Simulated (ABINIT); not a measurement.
## A GW chain in ABINIT: Al2O3 (Corundum)

Wanted: ground state, empty states, screening and self-energy for Al2O3 (Corundum).

Calculated with ABINIT 10.8.3; PBE and many-body steps on it, plane waves.

**The experiments to reproduce.**

- Gap 8.7 eV: optical band gap of host from absorption; optical absorption, quoted from earlier work; bulk crystal (high-purity reference sample) (quoted in “Multi-petahertz electron interference in Cr:Al2O3 solid-state material”, 2018, pmc:5906618).

This is a report of a sequence of runs, with most program output left out.

### 1. The structure

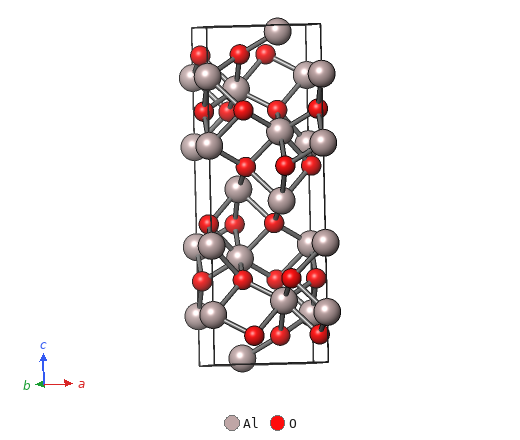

The starting structure, seen slightly off an axis (aluminium light grey, oxygen red). This picture shows the conventional cell, with its axes. Some periodic images of atoms are drawn too.

The cell and positions come from the Crystallography Open Database and are kept as given unless a step says otherwise.

### 2. Ground state

This step: ABINIT 10.8.3; DFT, PBE, plane waves, norm-conserving pseudopotentials.

The ground-state density comes first.

File run.abi:

```
acell 3*1.0 Angstrom
rprim 
  2.380249999995 1.374237978213 4.331866666707
  -2.380249999995 1.374237978213 4.331866666707
  -0.000000000000 -2.748475956495 4.331866666685
ntypat 2
znucl 13 8
natom 10
typat 1 1 1 1 2 2 2 2 2 2
xred 
  0.352160000000 0.352160000000 0.352160000000
  0.147840000000 0.147840000000 0.147840000000
  0.647840000000 0.647840000000 0.647840000000
  0.852160000000 0.852160000000 0.852160000000
  0.556680000000 0.943320000000 0.250000000000
  0.250000000000 0.556680000000 0.943320000000
  0.943320000000 0.250000000000 0.556680000000
  0.443320000000 0.056680000000 0.750000000000
  0.750000000000 0.443320000000 0.056680000000
  0.056680000000 0.750000000000 0.443320000000
pp_dirpath "pseudos"
pseudos "Al.upf, O.upf"
ecut 36
ngkpt 6 6 6
nshiftk 1
shiftk 0 0 0
kptopt 1
chksymbreak 0
nband 33
occopt 1
tolvrs 1e-10
nstep 60
prtwf 0
optforces 0
optstress 0
indata_prefix "in"
outdata_prefix "out"
tmpdata_prefix "tmp"
```

Command:

```bash
> OMP_NUM_THREADS=1 mpirun -n 4 abinit run.abi > log
```

It took 77 s on 4 MPI ranks of Arm Neoverse V2, shared host; peak memory 0.51 GiB; 5.1 min of CPU time.

Numbers from this step:

* total energy: -2969.2589 eV
* gap: 6.266 eV
* k of the valence top: 0, 0, 0
* k of the conduction bottom: 0, 0, 0
* least direct gap: 6.266 eV

The gap is direct, at Γ.

### 3. Empty states on the mesh, 4×4×4 mesh, 137 bands

The sums over transitions need many empty states on a uniform mesh; this step solves for them.

Edit run.abi of step 2 so:

```diff
@@ -23,3 +23,3 @@
 ecut 36
-ngkpt 6 6 6
+ngkpt 4 4 4
 nshiftk 1
@@ -28,9 +28,10 @@
 chksymbreak 0
-nband 33
-occopt 1
-tolvrs 1e-10
+iscf -2
+irdden 1
+istwfk *1
+nband 137
+nbdbuf 12
+tolwfr 1e-09
 nstep 60
-prtwf 0
-optforces 0
-optstress 0
+prtvol 0
 indata_prefix "in"
```

The job ended after 1.9 min (4 MPI ranks; peak memory 0.48 GiB).

Numbers from this step:

| Item | Value |
| --- | --- |
| gap | 6.266 eV |
| k of the valence top | 0, 0, 0 |
| k of the conduction bottom | 0, 0, 0 |
| least direct gap | 6.266 eV |
| k points computed | 13 |
| lowest point of the top converged band, above the valence top | 56.8372 eV |

On this mesh the gap is 6.266 eV.

### 4. Screening, 4×4×4 mesh, 125 bands, screening to 130.6 eV

The RPA dielectric matrix is built and inverted for each q.

This step: RPA screening on PBE, plane waves, norm-conserving pseudopotentials.

Edit run.abi of step 3 so:

```diff
@@ -28,10 +28,11 @@
 chksymbreak 0
-iscf -2
-irdden 1
 istwfk *1
-nband 137
-nbdbuf 12
-tolwfr 1e-09
-nstep 60
-prtvol 0
+occopt 1
+irdwfk 1
+optdriver 3
+nband 125
+ecuteps 4.8
+inclvkb 2
+awtr 1
+symchi 1
 indata_prefix "in"
```

It took 4.5 min on 4 MPI ranks; peak memory 2.6 GiB.

Numbers from this step:

```
ε∞ with local fields, on this mesh, along the program's q direction : 3.032
the same without local fields                                       : 3.246
plasma frequency                                                    : 27.90 eV
plane waves in the screening matrix                                 : 297
```

Local fields lower ε∞ by 7 %.

### 5. Self-energy, 4×4×4 mesh, 125 bands, screening to 130.6 eV

The self-energy is evaluated for the states that the input lists, and the levels follow from it, in one-shot runs by the linearised quasiparticle equation.

This step: G0W0 on PBE, plane waves, norm-conserving pseudopotentials.

Edit run.abi of step 4 so:

```diff
@@ -31,8 +31,15 @@
 irdwfk 1
-optdriver 3
+optdriver 4
 nband 125
+gwcalctyp 0
+ecutsigx 36
+symsigma 1
+nkptgw 1
+kptgw 
+  0.0000000000 0.0000000000 0.0000000000
+bdgw 
+  22 26
 ecuteps 4.8
-inclvkb 2
-awtr 1
-symchi 1
+irdscr 1
+ppmodel 1
 indata_prefix "in"
```

It took 11 s on 4 MPI ranks; peak memory 1.7 GiB.

Numbers from this step:

| Quantity | Value |
| --- | --- |
| G0W0 gap on the points computed | 8.45 eV |
| starting gap on the mesh | 6.266 eV |
| k of the valence top | 0, 0, 0 |
| k of the conduction bottom | 0, 0, 0 |
| Z at the valence top | 0.819 |
| Z at the conduction bottom | 0.855 |
| least direct G0W0 gap on the computed points | 8.45 eV |

The gap on the mesh goes from 6.27 eV to 8.45 eV, a correction of +2.18 eV.

Limits: finite bands, cutoff and mesh. v1 is the top filled band, c1 the lowest empty one. Levels before and after the correction, in eV, zero at the valence-band top of each column:

```tsv
	conduction bottom	valence top
Kohn-Sham	6.27	0.00
G0W0	8.45	0.00
```

```tsv
	level	energy (eV)
Kohn-Sham	Γ v3-v2	-0.045
Kohn-Sham	Γ v1	0.000
Kohn-Sham	Γ c1	6.266
Kohn-Sham	Γ c2	9.188
G0W0	Γ v3-v2	-0.049
G0W0	Γ v1	0.000
G0W0	Γ c1	8.450
G0W0	Γ c2	11.400
```

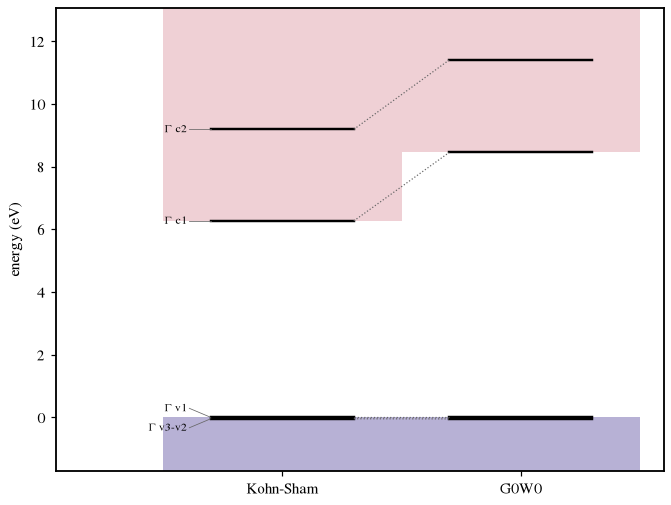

Levels before and after the correction. Shaded: valence and conduction bands.

### 6. Where the time went

Times are wall times on 4 MPI ranks of Arm Neoverse V2, shared host, good to a factor of about two.

```tsv
step	time	share	memory (GiB)
ground state	77 s	16 %	0.51
empty states on the mesh	1.9 min	24 %	0.48
screening	4.5 min	57 %	2.6
self-energy	11 s	2 %	1.7
```

### 7. Outcome

```json
{
 "PBE gap": "6.27 eV, direct",
 "G0W0 gap on the mesh": "8.45 eV",
 "GW settings": "4×4×4 mesh, 125 bands, screening to 130.6 eV, Godby-Needs plasmon pole",
 "known limits": "not at the basis limit"
}
```

G0W0 moves the gap on the mesh from 6.27 eV to 8.45 eV (+2.18 eV), with Z of 0.82 and 0.85 at the edges. Local fields lower the RPA ε∞ on this mesh from 3.25 to 3.03. Only 1 of the mesh's irreducible points was corrected, so a valley elsewhere could overtake. The dearest step here is «screening». Against experiment, by G0W0@PBE: the gap of 8.45 eV lies −0.25 eV from the measured 8.7 eV (optical, quoted 2018). An exciton line or allowed optical edge lies below the quasiparticle gap by the binding energy; a forbidden edge can push the onset above it. The calculation has static nuclei and no excitons; a measured gap holds zero-point and thermal motion, which mostly lowers it. Bands and cutoff are finite, so the gap is not at the basis limit. The miss can reach some tenths of an eV and take either sign; the mesh is an error of its own. In the G0W0 run levels were corrected at 1 k point alone, so a gap called «on the mesh» is the least over those, and an edge elsewhere would be missed.

[Paths, hosts, dates, memory and timing lines, banners, echoed tables and standing remarks are left out of the program output.]

[Logs are printed without paths, hosts, clocks, repeated set-up lines and the standing remarks that a program may print on its own settings, such as how far it seeks lower states.]

[Runs of the session that timed out or met a known fault of the program may be left out.]

[Hosts, paths, dates, database ids (printed as entryN), source tags and the programs' standing remarks are cut or masked in the printed files.]

[G0W0 gaps are taken among the corrected bands and points alone; a level outside them can change the order at an edge.]

[Where Ansatz stands beside ABINIT at settings called matched, ABINIT's density can come from a denser mesh and the files from another edition; pairs whose starting gaps differed by over 0.03 eV were left out, so agreement reads better than it is.]
